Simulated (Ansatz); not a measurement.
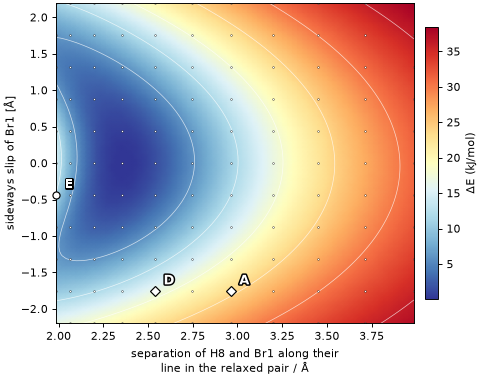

The pair Br···H₅NSi, charge −1. First axis: separation of H8 and Br1 along their line in the relaxed pair. Second axis: sideways slip of Br1. Nothing is relaxed (both partners rigid). Grid: 11 × 11 points. Points are written as (first, second). Energies: kJ/mol, counted from the lowest grid point. Level of theory: RKS PBE0-D4/def2-SVPD (Ansatz 0.2.0).

Drawn: a smooth colour map with a few white contour lines, dots at the grid points, lettered points. Between grid points the surface is interpolated.

Is A the lowest point of the computed grid?

Answer. No. A lies 23.3 kJ/mol above the lowest grid point, which is at (2.357 Å, 0.00 Å).

Rank the lettered points by energy, lowest first.

Answer. E (11.6 kJ/mol), D (16.6 kJ/mol), A (23.3 kJ/mol).

What kind of point is each of A, D: minimum, saddle, maximum or slope?

Answer. A: on a slope; D: on a slope. (In these two coordinates alone; a stationary point may lie a little off the grid point.)
